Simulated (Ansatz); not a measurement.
## HfN (rock salt), map of one atom of the cell

Starting cell, HfN (rock salt):

```
HfN
1.0
    0.00000     2.26274     2.26274
    2.26274     0.00000     2.26274
    2.26274     2.26274     0.00000
N Hf
1 1
Direct
  0.00000   0.00000   0.00000
  0.50000   0.50000   0.50000
```

Two-dimensional scan of atom 1 (N, nearest neighbour Hf at 2.263 Å; its periodic images, 3.2 Å or more away, move with it): u runs along (1.000, 0.000, 0.000), v along (0.000, 0.000, 1.000) (Cartesian). Cell and other atoms are fixed.

Calculation: r2SCAN (plane waves to 500 eV, PAW, scalar-relativistic; Ansatz, a quantum-chemistry and plane-wave program). k mesh 14×14×14 (Γ-centred), Fermi-Dirac smearing 0.05 eV. E stands for the smeared free energy. With partly filled bands, energies and forces of such displacements shift with the k mesh and the smearing. HfN is run without spin polarisation. HfN was relaxed with its symmetry unable to fall. Spin-orbit coupling is left out, though Hf is heavy. The zero of ΔE is the undisplaced structure. Axes are in Å.

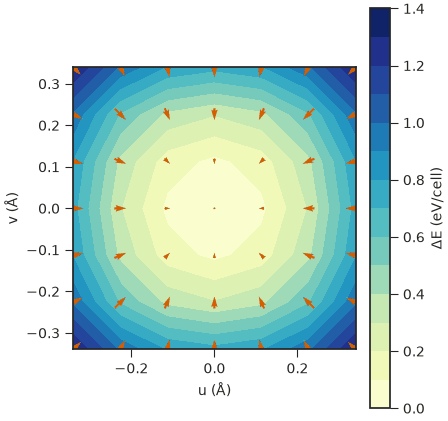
ΔE (eV/cell) over the plane, with arrows for the in-plane force on the moved atom.

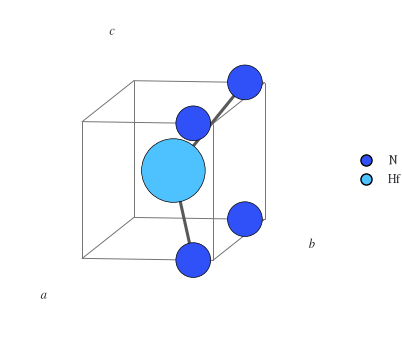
Fig. 1. The cell of the calculation at u = -0.340 Å, v = -0.340 Å.

Lowest place on the grid: u = 0.000 Å, v = 0.000 Å (0 meV/cell). Principal force constants in the plane (five-point differences of the forces): 11.5 eV/Å², isotropic. Highest place on the grid, met at several equal points: u = -0.340 Å, v = -0.340 Å; u = 0.340 Å, v = -0.340 Å; u = -0.340 Å, v = 0.340 Å; u = 0.340 Å, v = 0.340 Å (1306 meV/cell). Centre of the map: a minimum.

(For displaced atoms, the force is minus the slope of the energy, and its curvature is a force constant, which sets phonon frequencies.)
